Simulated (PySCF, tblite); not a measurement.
# C6H4F3O radical: geometry, infrared bands and EPR parameters

Wanted: the infrared bands and EPR parameters of C6H4F3O radical (`C=C=C=C[CH]OC(F)(F)F`), by calculation.

Programs: tblite 0.8.0 and PySCF 2.14.0, with density-fitted response routines of our own. Each step states its level of theory. These are calculated values for one molecule in the gas phase, unless marked as measured. Atoms are numbered from 0 throughout.

### 1 The molecule as given

14 atoms, charge 0, multiplicity 2; geometry from: force field or distance geometry start.

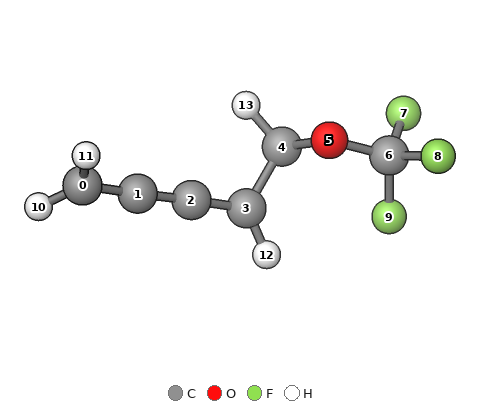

The starting geometry (carbon grey, oxygen red, fluorine green, hydrogen white), atoms numbered.

### 2 Relaxing the molecule with GFN2-xTB

What the job is given:

```
{"job": {"kind": "relax", "xc": "GFN2-xTB", "basis": "xTB"}, "charge": 0, "multiplicity": 2}
C      3.741000     0.001300     0.017800
C      2.478000     0.264500    -0.262300
C      1.249700     0.498900    -0.507500
C     -0.008400     0.764500    -0.787200
C     -0.995200    -0.304700    -0.380900
O     -1.522700     0.157100     0.839000
C     -2.797500     0.621900     0.649500
F     -3.593700    -0.412200     0.170600
F     -3.359400     1.199900     1.755300
F     -2.845900     1.581200    -0.358700
H      4.493600     0.040900    -0.734900
H      3.935300    -0.254600     1.069600
H     -0.343200     1.673100    -1.243900
H     -0.432300    -1.272300    -0.248500
```

Launch:

```
OMP_NUM_THREADS=1 python probes_run.py task.json out
```

This one command runs all jobs of the session in turn.

The program printed:

```text
step      E/eV     max force
  0    -896.13868    3.844
  1    -896.68254    3.296
  2    -896.79647    3.484
  3    -897.10548    1.669
  4    -897.29793    1.616
  5    -897.54734    1.459
  6    -897.67429    0.939
  7    -897.73017    0.757
  8    -897.78103    0.746
  9    -897.83664    0.867
 10    -897.89269    0.699
 11    -897.93671    0.689
 12    -897.99491    0.816
 13    -898.05788    1.064
 14    -898.11612    0.817
 15    -898.15162    0.413
 16    -898.17252    0.381
 17    -898.19621    0.542
 18    -898.22674    0.664
 19    -898.25581    0.492
 20    -898.28225    0.418
 21    -898.31133    0.537
 22    -898.34250    0.787
 23    -898.38239    0.823
 24    -898.42171    0.665
 25    -898.45020    0.522
 26    -898.46822    0.698
 27    -898.49209    0.397
 28    -898.50881    0.523
 29    -898.52138    0.400
 30    -898.53347    0.335
 31    -898.54492    0.267
 32    -898.55214    0.236
 33    -898.55734    0.195
 34    -898.56300    0.177
 35    -898.56872    0.214
 36    -898.57443    0.194
 37    -898.57934    0.187
 38    -898.58415    0.182
 39    -898.58934    0.203
 40    -898.59440    0.207
 41    -898.59946    0.220
 42    -898.60502    0.239
 43    -898.61379    0.272
 44    -898.62093    0.268
 45    -898.62644    0.187
 46    -898.62863    0.134
 47    -898.63030    0.127
 48    -898.63295    0.162
 49    -898.63700    0.180
 50    -898.64067    0.124
 51    -898.64335    0.125
 52    -898.64601    0.128
 53    -898.64998    0.203
 54    -898.65481    0.203
 55    -898.65928    0.134
 56    -898.66271    0.138
 57    -898.66541    0.157
 58    -898.66847    0.154
 59    -898.67198    0.168
 60    -898.67477    0.169
 61    -898.67724    0.231
 62    -898.67923    0.157
 63    -898.68271    0.131
 64    -898.68543    0.176
 65    -898.69090    0.231
 66    -898.69548    0.281
 67    -898.69945    0.140
 68    -898.70190    0.134
 69    -898.70419    0.154
 70    -898.70690    0.244
 71    -898.70465    0.287
 72    -898.71151    0.263
 73    -898.71389    0.204
 74    -898.72011    0.340
 75    -898.72672    0.326
 76    -898.73173    0.250
 77    -898.73929    0.509
 78    -898.75066    0.145
 79    -898.75571    0.197
 80    -898.75905    0.285
 81    -898.76376    0.189
 82    -898.76544    0.132
 83    -898.76777    0.104
 84    -898.77025    0.133
 85    -898.77272    0.142
 86    -898.77510    0.114
 87    -898.77744    0.094
 88    -898.77988    0.124
 89    -898.78219    0.085
 90    -898.78390    0.082
 91    -898.78460    0.072
 92    -898.78515    0.065
 93    -898.78565    0.055
 94    -898.78644    0.055
 95    -898.78679    0.046
 96    -898.78715    0.042
 97    -898.78737    0.028
 98    -898.78756    0.025
 99    -898.78770    0.030
100    -898.78781    0.032
101    -898.78794    0.028
102    -898.78815    0.042
103    -898.78852    0.054
104    -898.78909    0.071
105    -898.78984    0.083
106    -898.79075    0.089
107    -898.79180    0.097
108    -898.79305    0.115
109    -898.79433    0.109
110    -898.79523    0.096
111    -898.79567    0.064
112    -898.79582    0.039
113    -898.79591    0.034
114    -898.79599    0.030
115    -898.79609    0.023
116    -898.79617    0.023
117    -898.79624    0.022
118    -898.79630    0.016
119    -898.79635    0.016
120    -898.79638    0.016
121    -898.79641    0.012
122    -898.79645    0.016
123    -898.79649    0.021
124    -898.79654    0.021
125    -898.79660    0.020
126    -898.79667    0.021
127    -898.79678    0.027
128    -898.79693    0.026
129    -898.79708    0.024
130    -898.79717    0.020
131    -898.79722    0.014
132    -898.79725    0.012
133    -898.79727    0.010
134    -898.79728    0.009
```

Wall time 1.5 s (1 thread of Arm Neoverse N1, shared host).

Relaxation path: (not every step is listed)

```csv
step,energy from step 0 (eV),largest force (eV/Å)
0,0.0000,3.8440
1,-0.5439,3.2956
2,-0.6578,3.4842
3,-0.9668,1.6694
4,-1.1592,1.6165
5,-1.4087,1.4587
6,-1.5356,0.9390
7,-1.5915,0.7568
8,-1.6423,0.7463
20,-2.1436,0.4180
32,-2.4135,0.2363
44,-2.4823,0.2680
56,-2.5240,0.1378
68,-2.5632,0.1336
80,-2.6204,0.2853
92,-2.6465,0.0646
104,-2.6504,0.0709
116,-2.6575,0.0227
128,-2.6582,0.0261
129,-2.6584,0.0241
130,-2.6585,0.0196
131,-2.6585,0.0137
132,-2.6586,0.0124
133,-2.6586,0.0102
134,-2.6586,0.0087
```

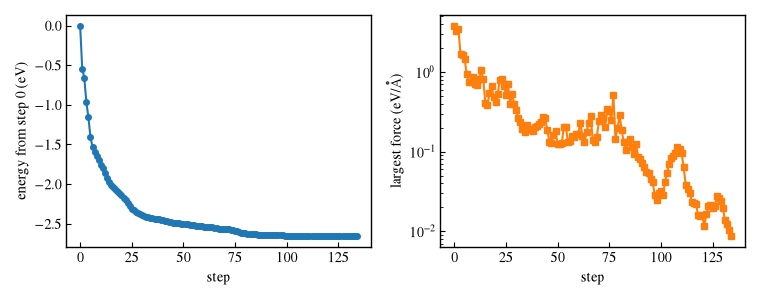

Energy and largest force along the relaxation.

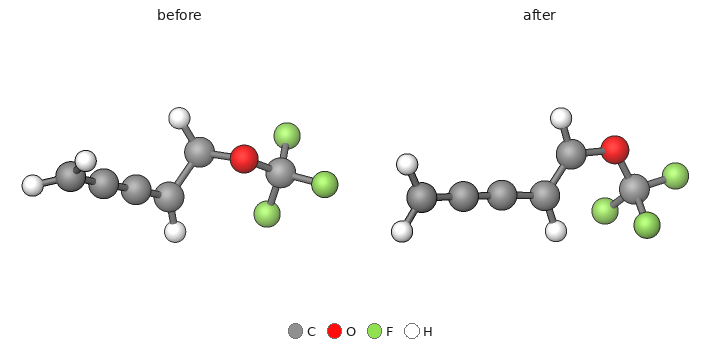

Before and after, at one scale.

Close pairs (by a distance rule), those that changed most:

```csv
bond,before (Å),after (Å),change (Å)
C3–C4,1.511,1.349,-0.162
C2–C3,1.316,1.379,+0.063
C6–F7,1.390,1.328,-0.063
O5–C6,1.370,1.319,-0.051
C4–H13,1.127,1.077,-0.050
C6–F9,1.393,1.345,-0.047
C1–C2,1.274,1.234,-0.040
C0–H11,1.100,1.076,-0.024
```

The next job starts from the end point, and lists it.

### 3 Vibrational analysis with GFN2-xTB

What the job is given:

```
{"job": {"kind": "ir", "xc": "GFN2-xTB", "basis": "xTB"}, "charge": 0, "multiplicity": 2}
C      3.869770     0.165998    -0.304901
C      2.542877     0.276321    -0.220586
C      1.314860     0.369506    -0.139904
C     -0.053303     0.522819    -0.069659
C     -0.855816    -0.466789     0.373111
O     -2.244831    -0.436267     0.491386
C     -2.911805     0.649419     0.150189
F     -4.207702     0.441386     0.350065
F     -2.579956     1.744281     0.857449
F     -2.769011     1.001372    -1.140199
H      4.471017     0.984500    -0.659707
H      4.368651    -0.743155    -0.018770
H     -0.448531     1.479400    -0.387534
H     -0.496896    -1.429216     0.696894
```

The program printed:

```text
mode    cm-1     km/mol
  1      46.0      0.01
  2      73.3      0.04
  3      96.9      0.06
  4     139.0      0.07
  5     145.9      1.46
  6     263.0      1.53
  7     282.6      2.33
  8     303.4      1.60
  9     305.3      0.39
 10     382.8     12.93
 11     395.3      0.07
 12     416.5      0.46
 13     467.7      2.03
 14     546.1     39.39
 15     557.7     24.45
 16     666.4     11.36
 17     691.4      0.55
 18     736.1     37.02
 19     824.1     40.46
 20     918.4      8.58
 21     927.6      6.13
 22     961.4      5.59
 23    1017.2    489.62
 24    1066.9    298.87
 25    1103.8    119.92
 26    1181.3    830.62
 27    1239.9    324.94
 28    1268.5     58.29
 29    1345.9     17.74
 30    1467.4     49.98
 31    1573.4    106.67
 32    2140.0     16.68
 33    3053.1      5.35
 34    3100.2      0.82
 35    3119.7     16.76
 36    3123.4     11.64
```

It took 0.72 s on 1 thread of Arm Neoverse N1, shared host.

Which atoms move in the most intense modes:

```csv
cm⁻¹,km/mol,atoms
1017,489.6,"C6 75 %, F8 11 %, F9 11 %"
1067,298.9,"O5 27 %, C4 26 %, C6 25 %"
1104,119.9,"C6 59 %, F7 18 %"
1181,830.6,"C6 43 %, H13 28 %, O5 14 %"
1240,324.9,"H13 38 %, O5 21 %, C6 20 %, H12 14 %"
1268,58.3,"H12 64 %, H13 16 %"
1467,50.0,"C0 27 %, C4 24 %, C2 14 %, C1 13 %"
1573,106.7,"C3 43 %, C4 29 %, C2 10 %"
```

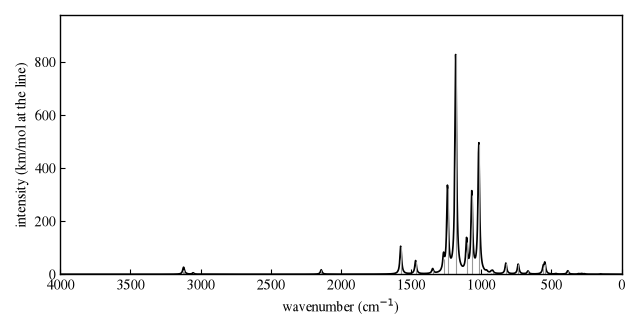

The infrared spectrum from these modes, unscaled. Lines are broadened to a width of 14 cm⁻¹ (Lorentzian).

### 4 EPR parameters: B3LYP/pcH-1

The job, as its differences from that of step 3:

```diff
@@ -1,2 +1,2 @@
-{"job": {"kind": "ir", "xc": "GFN2-xTB", "basis": "xTB"}, "charge": 0, "multiplicity": 2}
+{"job": {"kind": "epr", "basis": "pcH-1"}, "charge": 0, "multiplicity": 2}
 C      3.869770     0.165998    -0.304901
```

Level: UKS B3LYP, pcH-1 on C F H O, non-relativistic, mean-field spin-orbit, GIAO.

The program printed:

```text
UKS, coarse grid
  cycle   1  E = -605.49423186  |g| = 7.94e-01
  cycle   2  E = -605.18698131  |g| = 1.26e+00
  cycle   3  E = -605.70238877  |g| = 1.42e-01
  cycle   4  E = -605.70843803  |g| = 9.89e-02
  cycle   5  E = -605.71382138  |g| = 2.77e-02
  cycle   6  E = -605.71421107  |g| = 1.19e-02
  cycle   7  E = -605.71432327  |g| = 6.27e-03
  cycle   8  E = -605.71437450  |g| = 2.62e-03
  cycle   9  E = -605.71438405  |g| = 1.09e-03
  cycle  10  E = -605.71438501  |g| = 4.84e-04
UKS, final grid
  cycle   1  E = -605.71438960  |g| = 5.11e-04
  cycle   2  E = -605.71438960  |g| = 7.31e-04
  cycle   3  E = -605.71438980  |g| = 1.01e-04
  cycle   4  E = -605.71438982  |g| = 1.06e-04
  cycle   5  E = -605.71438983  |g| = 5.78e-05
  cycle   6  E = -605.71438983  |g| = 1.03e-05
E = -605.71438983 Eh   <S^2> = 0.7883 (exact 0.7500)
g shifts (ppm)      1          2          3
  rmc          -160       -160       -160
  gc             -1         36         39
  oz_so          94        999       1073
  total         -67        875        952
hyperfine (MHz)  atom isotope    a_iso     a_fc   dipolar eigenvalues
    0   13C      51.16      51.16    -48.39    -47.30     95.70
    1   13C     -57.13     -57.13    -21.92     -0.02     21.94
    2   13C      44.56      44.56    -41.32    -29.27     70.59
    3   13C     -37.40     -37.40    -24.16     10.31     13.85
    4   13C      42.71      42.71    -33.56    -33.09     66.65
    5   17O      -5.44      -5.44    -18.31      8.52      9.79
    6   13C      -1.52      -1.52     -0.95      0.30      0.65
    7   19F      -1.37      -1.37     -2.73     -0.82      3.55
    8   19F       3.24       3.24     -5.21     -3.88      9.09
    9   19F       3.23       3.23     -5.23     -3.90      9.13
   10    1H     -43.30     -43.30    -22.39     -0.56     22.94
   11    1H     -43.37     -43.37    -22.18     -0.59     22.77
   12    1H      14.27      14.27     -3.58     -2.16      5.74
   13    1H     -27.60     -27.60    -12.74     -1.92     14.66
```

Wall time 2.7 min (1 thread of Arm Neoverse N1, shared host); peak memory 0.97 GiB.

Principal g values 2.00225, 2.00319, 2.00327; g(iso) = 2.00291, against 2.00232 for a free electron.

Hyperfine couplings; where a row names several nuclei, a(iso) is their mean (it holds for fast rotation or exchange) and the dipolar term the largest among them:

```csv
nuclei,isotope,a(iso) (MHz),"a(iso) (G, at g = 2.0023)",largest dipolar term (MHz)
C1,13C,-57.1,-20.4,21.9
C0,13C,51.2,18.3,95.7
C2,13C,44.6,15.9,70.6
"H10, H11",1H,-43.3,-15.5,22.9
C4,13C,42.7,15.2,66.6
C3,13C,-37.4,-13.3,-24.2
H13,1H,-27.6,-9.8,14.7
H12,1H,14.3,5.1,5.7
O5,17O,-5.4,-1.9,-18.3
"F7, F8, F9",19F,1.7,0.6,9.1
C6,13C,-1.5,-0.5,-1.0
```

Mulliken spin populations:

C0 0.63; C1 -0.24; C2 0.46; C3 -0.20; C4 0.38; O5 0.02; C6 0.00; F7 0.00; F8 0.00; F9 0.00; H10 -0.03; H11 -0.03; H12 0.01; H13 -0.02

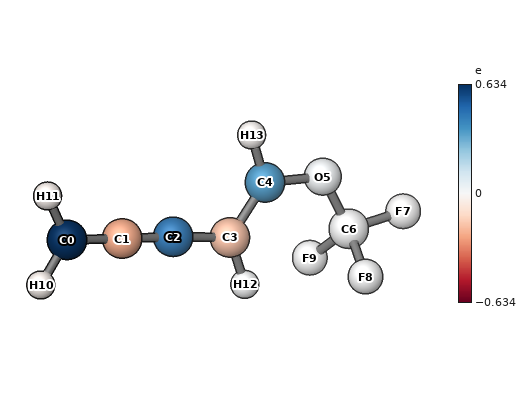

Mulliken spin populations, as colours on the atoms.

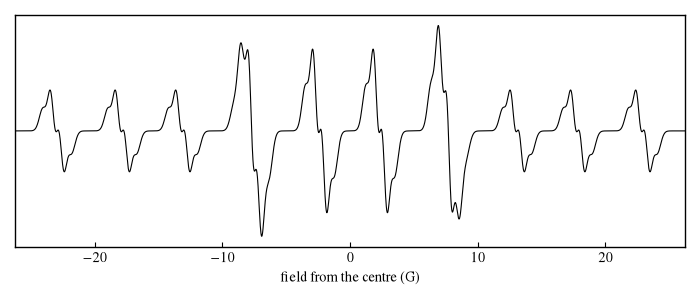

First-order isotropic spectrum (first derivative, main isotopes with spin only, couplings over 0.8 MHz, Gaussian width 0.3 G; couplings of the frozen geometry, rotation of groups not averaged beyond the rows shown).

Orbitals, density, ELF and potential are computed afterwards from the orbital file.

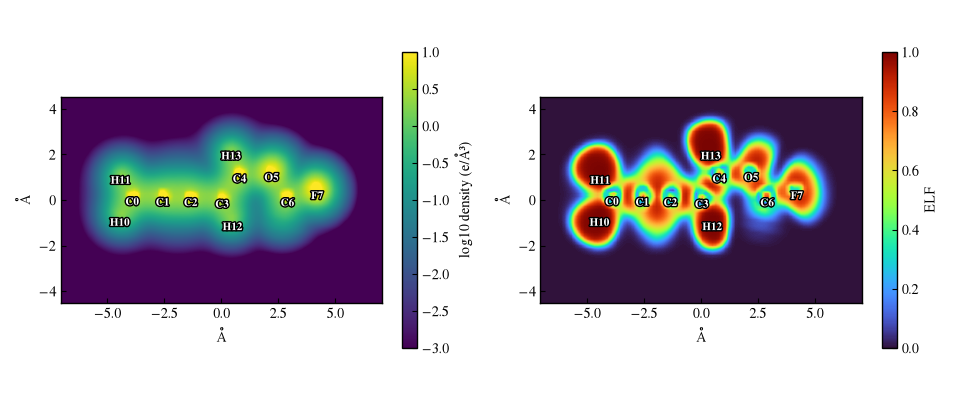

Density (left) and ELF (right) in a plane through or near 12 of the atoms.

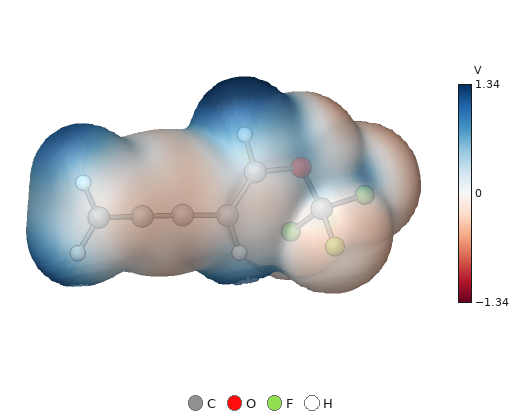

Electrostatic potential on the surface of density 0.002 e/bohr³; red is low, blue high. It runs from -0.42 V near O5 to 1.34 V near H13.

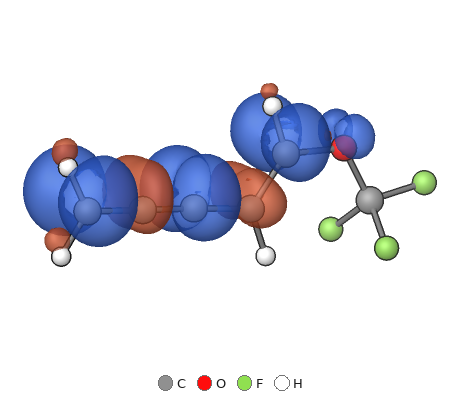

Spin density at ±0.02 e/Å³ (alpha excess blue, beta excess red).

### 5 Results

| quantity | value |
| --- | --- |
| strongest single infrared mode (GFN2-xTB) | 1181 cm⁻¹, 831 km/mol |
| zero-point energy (GFN2-xTB) | 51.4 kcal/mol |
| g(iso) (B3LYP) | 2.00291 |
| ⟨S²⟩ | 0.788 (exact 0.75) |
| largest a(iso) (averaged by class) | 13C on C1, -57.1 MHz |
| surface potential, least and greatest | -0.42 V and 1.34 V |

In words: Relaxing lowered the energy by 2.659 eV in 134 steps; the close pair that moved most is C3–C4, from 1.511 to 1.349 Å. No mode is imaginary among the 36: a minimum at this level. The strongest single mode, at 1181 cm⁻¹, moves mainly C6 and H13. Unscaled tight-binding wavenumbers are off by several per cent, some by more. Its intensities can rank the bands wrongly. The largest spin populations lie on C0 (0.63 e), C2 (0.46 e). The isotropic g lies 0.6 ppt above the free-electron value.
